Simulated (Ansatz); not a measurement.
# SrLiH3 (model cell, started as cubic perovskite with Sr in the octahedra): a soft mode frozen in

Aim: this structure of SrLiH3 (model cell, started as cubic perovskite with Sr in the octahedra) is to be tested for unstable modes, and one is followed downhill.

Method: DFT PBEsol, scalar-relativistic, plane waves, PAW; PAW set soft_1, in Ansatz 0.2.0.

The structure was built from a prototype and need not be the compound's stable phase.

## (1) Starting point

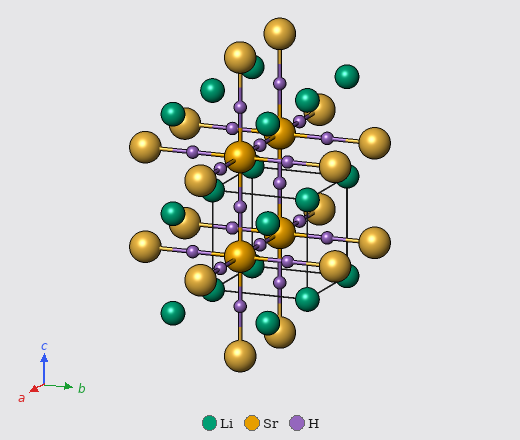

The starting structure, seen slightly off an axis (lithium teal, strontium orange, hydrogen purple). 2×1×2 cells are drawn. Some periodic images of atoms are drawn too.

## (2) Phonons on a q mesh

The cell comes from relaxations at this level that are not shown. Stability and thermal properties need the whole zone. Linear response on a 4×4×4 q mesh gives force constants as far as a supercell of that size would, and the tensors from the zone-centre run are typed in so that the long-range dipole term is interpolated apart.

input.yaml reads:

```yaml
crystal:
  lattice:
    - [4.5923518809, 0.0, 0.0]
    - [0.0, 4.5923518809, 0.0]
    - [0.0, 0.0, 4.5923518809]
  atoms:
    - { symbol: Li, position: [0.0, 0.0, 0.0] }
    - { symbol: Sr, position: [0.5, 0.5, 0.5] }
    - { symbol: H, position: [0.5, 0.5, 0.0] }
    - { symbol: H, position: [0.5, 0.0, 0.5] }
    - { symbol: H, position: [0.0, 0.5, 0.5] }
kpoints:
  mp_grid: { grid: [8, 8, 8] }
hamiltonian:
  xc: pbesol
  pseudopotentials: { kind: paw, azcp: { folder: soft_1 }, xc_functional: pbe }
scf:
  occupations: { method: fixed }
output:
  eigenvalues: true
phonons:
  method: dfpt
  qmesh: [4, 4, 4]
  temperatures: { t_max: 1000, t_step: 50 }
  qpath:
    path:
      - [[0.0, 0.0, 0.0], [0.0, 0.5, 0.0], [0.5, 0.5, 0.0], [0.0, 0.0, 0.0], [0.5, 0.5, 0.5], [0.0, 0.5, 0.0]]
      - [[0.5, 0.5, 0.5], [0.5, 0.5, 0.0]]
    npoints: 10
  non_analytic_term:
    high_frequency_dielectric_tensor: [[3.8413, 0.0, 0.0], [0.0, 3.8413, 0.0], [0.0, 0.0, 3.8413]]
    born_effective_charges:
      - { species: Li, tensor: [[1.4247, 0.0, 0.0], [0.0, 1.4247, 0.0], [0.0, 0.0, 1.4247]] }
      - { species: Sr, tensor: [[1.5962, 0.0, 0.0], [0.0, 1.5962, 0.0], [0.0, 0.0, 1.5962]] }
      - { species: H, tensor: [[-1.0174, 0.0, 0.0], [0.0, -1.0174, 0.0], [0.0, 0.0, -0.986]] }
      - { species: H, tensor: [[-1.0174, 0.0, 0.0], [0.0, -0.986, 0.0], [0.0, 0.0, -1.0174]] }
      - { species: H, tensor: [[-0.986, 0.0, 0.0], [0.0, -1.0174, 0.0], [0.0, 0.0, -1.0174]] }
    source: "zone-centre run at this cell"
```

Started as:

```sh
$ ansatz run input.yaml --threads 8 --pin off --max-ram 16384MiB --backend cpu --events-out ev --progress --plain --runs-dir out
```

Numbers of over 12 decimals in the logs are rounded to 6 here.

Output:

```text
Engine: ansatz 0.2.0, x86_64-unknown-linux-gnu
Pseudopotentials: kind: paw
Pseudopotential: Li, paw, valence charge 3, recommended cutoff 420 eV (normal), soft_1/Li.paw.azcp
Pseudopotential: Sr, paw, valence charge 10, recommended cutoff 420 eV (normal), soft_1/Sr.paw.azcp
Pseudopotential: H, paw, valence charge 1, recommended cutoff 420 eV (normal), soft_1/H.paw.azcp
Functional definition: PBEsol
  exchange = pbesol_x
  correlation = pbesol_c
Crystal: 5 atoms, lattice volume = 96.851 Å³
Basis set: ecut = 420 eV, 1863 PW (Γ), exchange–correlation on 64×64×64 points (8 copies of the dense FFT grid, shifted against one another)
Bands: 13, of which v1, the nominal top of the filled ones, is band 8 counted from 1 (7 counted from 0)
Symmetry: 48 space group operations
k-points: 35 of 512
Non-local potential: Li, projectors of the file, l = 0: 3, l = 1: 2, l = 2: 1
Non-local potential: Sr, projectors of the file, l = 0: 3, l = 1: 2, l = 2: 2
Non-local potential: H, projectors of the file, l = 0: 2, l = 1: 1
PAW form: soft (Blöchl's): semilocal exchange-correlation on the pseudo side does not see the compensation charge
PAW frozen core: Sr, regenerated for the run's functional, and the local potential with it (the file was generated under x = pbe(κ = 0.804, μ = 0.219515), c = pbe(β = 0.066725))
PAW one-centre angular grid: Li, 110 points (default); XC on 64 Gauss nodes
PAW one-centre angular grid: Sr, 110 points (default); XC on 64 Gauss nodes
PAW one-centre angular grid: H, 110 points (default); XC on 64 Gauss nodes
Initial density: superposition of atomic densities (chi_scale 0.1, normalization cell, long waves kept (reshape's long-wave potential 0.00 eV rms))
Initial wavefunctions: pseudopotential atomic-orbital guess
Functional: x = pbesol(κ = 0.804, μ = 0.123457), c = pbesol(β = 0.046)
SCF iter   1: F=—  HF=-3743.739632 eV  |F-HF|=—  |Δ(HF+E_count)|=         —  Δρ=5.12e-2  dr2=3.90e0  ethr=3.10e-3  ⟨swp⟩=5.8  Hψ=2712  notcnv=0  defer=47
preconditioner: auto → Resta (q_TF=auto, 2.021 Å⁻¹)  ε∞=2.8  [insulator: Δε(μ)=3.078 eV  Ē_g=6.814 eV  n_scr=18 (ndim 8)  ℏωp=9.2 eV  f_vac=0.000  ε∞_Penn≈2.8]
SCF iter   2: F=—  HF=-3742.616168 eV  |F-HF|=—  |Δ(HF+E_count)|=    1.12e0  Δρ=2.02e-2  dr2=8.79e-1  ethr=3.10e-3  ⟨swp⟩=2.4  Hψ=974  notcnv=0  defer=82
SCF iter   3: F=—  HF=-3742.338712 eV  |F-HF|=—  |Δ(HF+E_count)|=   2.77e-1  Δρ=4.52e-3  dr2=2.53e-2  ethr=3.10e-3  ⟨swp⟩=2.6  Hψ=676  notcnv=0  defer=84
SCF iter   4: F=—  HF=-3742.336237 eV  |F-HF|=—  |Δ(HF+E_count)|=   2.48e-3  Δρ=6.81e-4  dr2=1.30e-3  ethr=1.58e-4  ⟨swp⟩=3.1  Hψ=747  notcnv=0  defer=95
SCF iter   5: F=—  HF=-3742.336102 eV  |F-HF|=—  |Δ(HF+E_count)|=   1.35e-4  Δρ=2.07e-4  dr2=7.18e-5  ethr=8.11e-6  ⟨swp⟩=2.5  Hψ=659  notcnv=0  defer=93
SCF iter   6: F=—  HF=-3742.336107 eV  |F-HF|=—  |Δ(HF+E_count)|=   4.77e-6  Δρ=2.38e-5  dr2=6.60e-7  ethr=4.49e-7  ⟨swp⟩=2.0  Hψ=552  notcnv=0  defer=90
SCF iter   7: F=—  HF=-3742.336111 eV  |F-HF|=—  |Δ(HF+E_count)|=   4.70e-6  Δρ=6.12e-6  dr2=2.20e-8  ethr=4.13e-9  ⟨swp⟩=2.3  Hψ=697  notcnv=0  defer=87
SCF iter   8: F=—  HF=-3742.336111 eV  |F-HF|=—  |Δ(HF+E_count)|=   1.45e-9  Δρ=8.74e-7  dr2=4.14e-10  ethr=1.38e-10  ⟨swp⟩=2.3  Hψ=693  notcnv=0  defer=87
SCF iter   9: F=—  HF=-3742.336111 eV  |F-HF|=—  |Δ(HF+E_count)|=  1.18e-10  Δρ=1.59e-7  dr2=2.59e-11  ethr=2.59e-12  ⟨swp⟩=2.8  Hψ=749  notcnv=0  defer=87
SCF iter  10: F=-3742.336111 eV  HF=-3742.336111 eV  |F-HF|=9.09e-13  |Δ(HF+E_count)|=  1.18e-11  Δρ=3.32e-8  dr2=6.26e-13  ethr=1.00e-12  ⟨swp⟩=14.1  Hψ=3559  notcnv=0
SCF 1 converged in 10 iterations: F = -3742.336111 eV  dr2 = 6.26e-13
  greatest PAW one-centre occupation: 0.999 electrons in one spin orbital (limit 2), on the Li atom at site 0 (counted from 0), in its partial waves of l = 0
NSCF: frozen V_eff on 35 k-points
NSCF: frozen V_eff on 125 k-points
DFPT response loops at q = (0, 0, 0) (fractional): preconditioner auto → none (the input reference at scf.mixing.eps_inf says where Resta's filter doesn't serve); β = 0.50; Broyden in place of MSR1
NSCF: frozen V_eff on 400 k-points
DFPT response loops at q = (0, 0, 0.25) (fractional): preconditioner auto → Resta (q_TF=auto, 2.021 Å⁻¹)  ε∞=6.0 (no band partly filled); β = 1.00, the filter's whole step (`scf.mixing.beta` (0.50) is not read by the response loops at its default; to damp them type it under 1.00, their step now; it binds the ground state too); Broyden in place of MSR1
NSCF: frozen V_eff on 250 k-points
DFPT response loops at q = (0, 0, -0.5) (fractional): mixed as the last ones told, above
NSCF: frozen V_eff on 640 k-points
DFPT response loops at q = (0, 0.25, 0.25) (fractional): mixed as the last ones told, above
NSCF: frozen V_eff on 400 k-points
DFPT response loops at q = (0, 0.25, -0.5) (fractional): mixed as the last ones told, above
NSCF: frozen V_eff on 250 k-points
DFPT response loops at q = (0, -0.5, -0.5) (fractional): mixed as the last ones told, above
NSCF: frozen V_eff on 1024 k-points
DFPT response loops at q = (0.25, 0.25, 0.25) (fractional): mixed as the last ones told, above
NSCF: frozen V_eff on 640 k-points
DFPT response loops at q = (0.25, 0.25, -0.5) (fractional): mixed as the last ones told, above
NSCF: frozen V_eff on 400 k-points
DFPT response loops at q = (0.25, -0.5, -0.5) (fractional): mixed as the last ones told, above
NSCF: frozen V_eff on 250 k-points
DFPT response loops at q = (-0.5, -0.5, -0.5) (fractional): mixed as the last ones told, above
SCF converged after 10 iterations
Free energy (F): -3742.336111 eV
Harris-Foulkes:  -3742.336111 eV  (|F-HF|=9.09e-13)
Internal energy: -3742.336111 eV  (E = F + TS)
E sigma→0 (E₀):  -3742.336111 eV
Fermi energy:    0.738026 eV
--- Per-component energies (eV) ---
  E_band       = -243.462352
  E_kinetic    = 286.947527
  E_local      = -1053.219490  (includes V_loc(G=0)·N_el)
  E_nonlocal   = 216.412918
  E_hartree    = 283.489548
  E_xc         = -207.372334
  E_vxc        = -199.048531  (∫ρ·V_xc dr)
  E_paw        = -2664.141198  (= ΣΔE_a)
  E_vpaw       = -61.531470  (= ΣTr[D̂ρ^β])
  E_aug_tail   = -0.002412  (compensation charges beyond the density's cutoff)
  E_ewald      = -604.585018
  E_core_change = 0.134348  (= ΣΔE_core)
  E_smearing   = -0.000000  (= −TS)
  E_closure    = 0.000000  (closes the sum)
  Σ components = -3742.336111   (vs F -3742.336111, Δ=0.00e0)
--- Band table (eV; the first three rows and the last of 35) ---
  k-point 0: bands = [... 4 lower, -14.1250, -2.5123, -0.2674, -0.2674, 5.8806, 5.8806, 5.8806, 6.0263, ... 1 higher]
  k-point 1: bands = [... 4 lower, -14.1241, -2.4050, -0.2470, -0.2257, 5.1991, 5.7756, 5.7756, 6.6173, ... 1 higher]
  k-point 2: bands = [... 4 lower, -14.1221, -2.1250, -0.1966, -0.1523, 4.6703, 5.5500, 5.5500, 6.9602, ... 1 higher]
  k-point 34: bands = [... 4 lower, -14.2346, 0.7380, 0.7380, 0.7380, 3.0032, 3.0032, 3.0032, 5.1840, ... 1 higher]
--- Phonons (Γ-DFPT): 4 representative perturbations + reference (Σ response iterations 13) ---
  ASR residual: 4.126e-5 → 0.000e0 eV/Å²; symmetrization residual: 1.535e-7 eV/Å²
  ASR residual per site (eV/Å²): 4.96e-7 4.13e-5 7.34e-6 7.34e-6 7.34e-6
  Γ frequencies (cm⁻¹): -421.12 -421.12 -421.12 -419.01 -419.01 -419.01 0.00 0.00 0.00 241.57 241.57 241.57 1287.21 1287.21 1287.21
--- Phonons (arbitrary-q DFPT): 10 irreducible q on the 4×4×4 mesh ---
  q = [0.0000, 0.0000, 0.0000] (star 1, of the zone-centre solve; hermiticity 4.51e-8, symmetrization 1.10e-13): -421.12 -421.12 -421.12 -419.01 -419.01 -419.01 -0.00 -0.00 0.00 241.57 241.57 241.57 1287.21 1287.21 1287.21
  q = [0.0000, 0.0000, 0.2500] (star 6, 9 solved perturbations in 1560 linear systems a pass and spin channel, the states on 200 of 512 k-point pairs; hermiticity 8.69e-8, symmetrization 6.52e-14): -409.74 -409.74 -380.72 -380.72 -359.67 37.15 37.15 86.87 139.79 211.85 211.85 431.98 1286.85 1286.85 1351.29
  q = [0.0000, 0.0000, -0.5000] (star 3, 9 solved perturbations in 975 linear systems a pass and spin channel, the states on 125 of 512 k-point pairs; hermiticity 8.10e-8, symmetrization 4.15e-8): -396.83 -396.83 -346.99 -346.99 -295.08 71.30 71.30 115.64 161.84 174.44 174.44 452.35 1286.48 1286.48 1362.63
  q = [0.0000, 0.2500, 0.2500] (star 12, 9 solved perturbations in 2460 linear systems a pass and spin channel, the states on 320 of 512 k-point pairs; hermiticity 6.43e-8, symmetrization 2.33e-14): -478.14 -380.44 -370.62 -357.00 -308.48 37.05 88.19 96.70 171.66 216.97 307.44 451.07 1286.51 1296.26 1357.13
  q = [0.0000, 0.2500, -0.5000] (star 12, 15 solved perturbations on 200 of 512 k-point pairs; hermiticity 7.92e-8, symmetrization 5.82e-9): -495.16 -370.48 -340.79 -323.31 -319.46 68.22 94.91 102.03 120.89 305.34 321.36 472.63 1286.16 1299.07 1367.38
  q = [0.0000, -0.5000, -0.5000] (star 3, 9 solved perturbations in 975 linear systems a pass and spin channel, the states on 125 of 512 k-point pairs; hermiticity 5.47e-8, symmetrization 1.25e-9): -553.53 -361.66 -361.66 -282.15 -282.15 -136.41 64.15 123.99 123.99 378.49 378.49 488.24 1285.84 1306.65 1375.75
  q = [0.2500, 0.2500, 0.2500] (star 8, 4 solved perturbations in 1376 linear systems a pass and spin channel, the states on 512 of 512 k-point pairs; hermiticity 4.28e-8, symmetrization 5.30e-14): -491.81 -465.52 -465.52 -280.29 -280.29 -135.78 108.73 112.93 112.93 377.16 377.16 469.02 1295.73 1295.73 1362.99
  q = [0.2500, 0.2500, -0.5000] (star 12, 9 solved perturbations in 2460 linear systems a pass and spin channel, the states on 320 of 512 k-point pairs; hermiticity 1.21e-7, symmetrization 6.43e-8): -508.71 -478.74 -471.80 -294.20 -272.68 -173.14 109.92 118.21 146.65 416.65 426.41 491.12 1295.22 1300.40 1372.56
  q = [0.2500, -0.5000, -0.5000] (star 6, 9 solved perturbations in 1560 linear systems a pass and spin channel, the states on 200 of 512 k-point pairs; hermiticity 7.72e-8, symmetrization 4.02e-8): -556.65 -495.71 -495.71 -283.36 -283.36 -224.40 116.43 146.76 146.76 473.72 473.72 507.34 1296.70 1306.09 1380.84
  q = [-0.5000, -0.5000, -0.5000] (star 1, 4 solved perturbations in 350 linear systems a pass and spin channel, the states on 125 of 512 k-point pairs; hermiticity 5.76e-8, symmetrization 2.47e-8): -559.76 -559.76 -559.76 -280.45 -280.45 -280.45 149.25 149.25 149.25 522.64 522.64 522.64 1305.53 1305.53 1388.56
  sum rule: each row above includes the acoustic sum rule's correction from the zone centre's row sums; it moved no ω² by more than (1.41 cm⁻¹)²
  mesh force constants: q→R imaginary residual 8.35e-19; ASR residual 4.126e-5 → 0.000e0 eV/Å²; symmetrization residual 7.105e-15 eV/Å²
  interpolated dispersion: 63 rows × 15 modes
  density of states and harmonic sums: on the 16×16×16 q-mesh, interpolated from the force constants of a 4×4×4 supercell (with the dipole–dipole term of supplied tensors)
  largest difference from the sums on the solved wave vectors: F 1.22e-3 eV, S 4.67e-6 and C_V 2.72e-6 eV/K
  zero-point energy: 0.338391 eV/cell   skipped modes (ω ≤ 0): 917, of them read as no rigid motion or as one in doubt: 914 (5.555e0 modes/cell left out, lowest -559.76 cm⁻¹)   left out of the sums: 3.70e-1 of the cell's modes: C_V's classical limit lies that fraction below 3 k_B per atom; for a crystal, a wire or a layer, F and S can be off by more, and a phonons.interpolated_qmesh denser along its periods is the remedy for the sampling
```

Elapsed: 2.1 min, on 8 threads of Intel Xeon at 2.60GHz (Ice Lake), shared host; peak memory 1.5 GiB; 15 min of CPU time.

In the SCF lines HF is the Harris–Foulkes energy and dr2 the Hartree energy of the density residual, in eV; the loop may stop once dr2 is under the threshold and the program's other checks hold. Hψ counts applications of the Hamiltonian.

This step gave:

* gap on the k-mesh: 1.663 eV
* volume per atom: 19.37 Å³
* sum-rule residual before enforcement: 4.13e-5 eV/Å²
* lowest frequency on the path: -559.8 cm⁻¹
* point group: m-3m
* highest frequency on the path or at a solved wavevector: 1389 cm⁻¹
* highest optical mode at the zone centre (no LO-TO term): 1287 cm⁻¹
* lowest optical zone-centre mode: -421.1 cm⁻¹
* lowest mode on the q mesh (acoustic modes at Γ apart): -559.8 cm⁻¹

Frequencies (cm⁻¹) solved at each irreducible wavevector; negative means imaginary. Frequencies by wavevector, by row:

```
q in reciprocal lattice units  star  mode 1  mode 2  mode 3  mode 4  mode 13  mode 14  mode 15
                        0 0 0     1  -421.1  -421.1  -421.1    -419     1287     1287     1287
                     0 0 0.25     6  -409.7  -409.7  -380.7  -380.7     1287     1287     1351
                     0 0 -0.5     3  -396.8  -396.8    -347    -347     1286     1286     1363
                  0 0.25 0.25    12  -478.1  -380.4  -370.6    -357     1286     1296     1357
                  0 0.25 -0.5    12  -495.2  -370.5  -340.8  -323.3     1286     1299     1367
                  0 -0.5 -0.5     3  -553.5  -361.7  -361.7  -282.1     1286     1307     1376
               0.25 0.25 0.25     8  -491.8  -465.5  -465.5  -280.3     1296     1296     1363
               0.25 0.25 -0.5    12  -508.7  -478.7  -471.8  -294.2     1295     1300     1373
               0.25 -0.5 -0.5     6  -556.6  -495.7  -495.7  -283.4     1297     1306     1381
               -0.5 -0.5 -0.5     1  -559.8  -559.8  -559.8  -280.4     1306     1306     1389
```

Interpolated from a 4×4×4 q mesh, with the LO-TO term (at Γ the limit along the path; where Γ stands inside the path, tables give the limit on arrival). The phonon branches at the labelled points (cm⁻¹):

```
    point  branch 1  branch 2  branch 3  branch 4  branch 12  branch 13  branch 14  branch 15
        Γ      -421      -421      -421      -419        412       1287       1287       1341
        X      -397      -397      -347      -347        452       1286       1286       1363
        M      -554      -362      -362      -282        488       1286       1307       1376
        Γ      -421      -421      -421      -419        412       1287       1287       1341
        R      -560      -560      -560      -280        523       1306       1306       1389
        X      -397      -397      -347      -347        452       1286       1286       1363
jump to R      -560      -560      -560      -280        523       1306       1306       1389
        M      -554      -362      -362      -282        488       1286       1307       1376
```

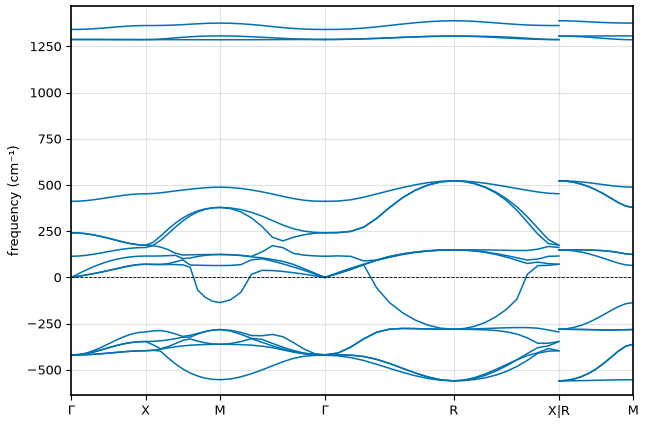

Phonon branches along the path.

Symmetry leaves 10 wavevectors to solve. The lowest mode among them, the acoustic zeros apart, lies at q = (-0.5, -0.5, -0.5) and is imaginary, 559.8i cm⁻¹, so the energy falls along it.

## (3) The mode frozen in, largest atomic shift 0 Å

The mode followed lies at q = (-0.5, -0.5, -0.5) with frequency 559.8i cm⁻¹ and is 3-fold degenerate, the softest among the wavevectors solved. At small amplitude the distorted cell has space group no. 74 by a symmetry search on the positions. The undistorted cell that holds it gives the zero of energy on the same k mesh.

System of this step: SrLiH3 (model cell, started as cubic perovskite with Sr in the octahedra). The structure is cubic, space group Pm-3m (No. 221). Conventional cell: a = 4.592 Å, b = 4.592 Å, c = 4.592 Å, α = 90.00°, β = 90.00°, γ = 90.00°. Li has 12 H at 3.25 Å nearest. Sr has 6 H at 2.30 Å nearest. H has 2 Sr at 2.30 Å nearest. Farther neighbours are not listed.

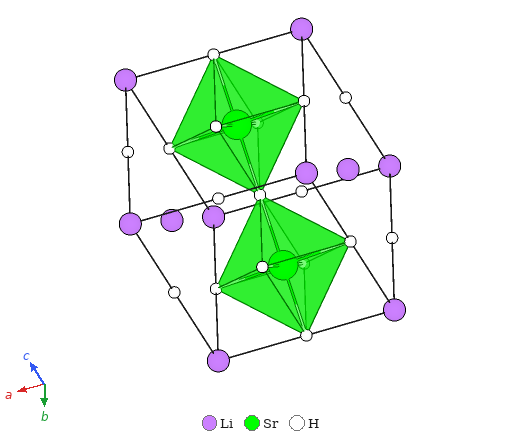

The cell of this step (lithium purple, strontium green, hydrogen white). Bonds to atoms that aren't drawn are left out. Some periodic images of atoms are drawn too.

input.yaml reads:

```yaml
crystal:
  lattice:
    - [4.5923518809, 4.5923518809, 0.0]
    - [4.5923518809, 0.0, 4.5923518809]
    - [4.5923518809, 0.0, -4.5923518809]
  atoms:
    - { symbol: Li, position: [0.0, 0.0, 0.0] }
    - { symbol: Li, position: [0.0, 0.5, 0.5] }
    - { symbol: Sr, position: [0.5, 0.25, 0.75] }
    - { symbol: Sr, position: [0.5, 0.75, 0.25] }
    - { symbol: H, position: [0.5, 0.0, 0.0] }
    - { symbol: H, position: [0.5, 0.5, 0.5] }
    - { symbol: H, position: [0.0, 0.5, 0.0] }
    - { symbol: H, position: [0.0, 0.0, 0.5] }
    - { symbol: H, position: [0.5, 0.0, 0.5] }
    - { symbol: H, position: [0.5, 0.5, 0.0] }
kpoints:
  mp_grid: { grid: [6, 6, 6] }
hamiltonian:
  xc: pbesol
  pseudopotentials: { kind: paw, azcp: { folder: soft_1 }, xc_functional: pbe }
scf:
  occupations: { method: gaussian, width: 0.02 }
output:
  forces: true
  stress: true
  eigenvalues: true
```

Output:

```text
[...]
Crystal: 10 atoms, lattice volume = 193.703 Å³
Basis set: ecut = 420 eV, 3767 PW (Γ), exchange–correlation on 90×90×90 points (8 copies of the dense FFT grid, shifted against one another)
Bands: 26, of which v1, the nominal top of the filled ones, is band 16 counted from 1 (15 counted from 0)
Symmetry: 96 space group operations
[...]
k-points: 16 of 216
[...]
k-point 0: bands = [... 12 lower, -0.2674, 0.7380, 0.7380, 0.7380, 3.0032, 3.0032, 3.0032, 5.1840, ... 4 higher]
  k-point 1: bands = [... 12 lower, -0.2224, 0.3545, 0.6306, 0.6306, 3.0902, 3.2039, 3.2039, 5.0230, ... 4 higher]
  k-point 2: bands = [... 12 lower, -0.0888, -0.0888, 0.3869, 0.3869, 3.2846, 3.7374, 3.7374, 4.2144, ... 4 higher]
  k-point 15: bands = [... 12 lower, -0.0960, -0.0281, 0.1301, 0.1768, 2.8316, 3.8214, 5.4355, 5.5828, ... 4 higher]
[key lines of the parts left out:]
SCF converged after 8 iterations
Free energy (F): -7484.672230 eV
Fermi energy:    1.569586 eV
P = ⅓ Tr σ = -0.0024 GPa (-0.024 kbar)
```

Wall time 0.91 s (8 threads); peak memory 0.65 GiB; 4.9 s of CPU time.

This step gave:

```yaml
pressure: -0.002369 GPa
energy_from_the_undistorted_cell: 0 meV/atom
```

At this level the gap is 1.66 eV on the k-mesh of the self-consistent run, which can miss the band edges.

(Continued in part 2 of 3.)

[Logs are printed without paths, hosts, clocks, repeated set-up lines and the standing remarks that a program may print on its own settings, such as how far it seeks lower states.]

[Hosts, paths, dates, database ids (printed as entryN), source tags and the programs' standing remarks are cut or masked in the printed files.]
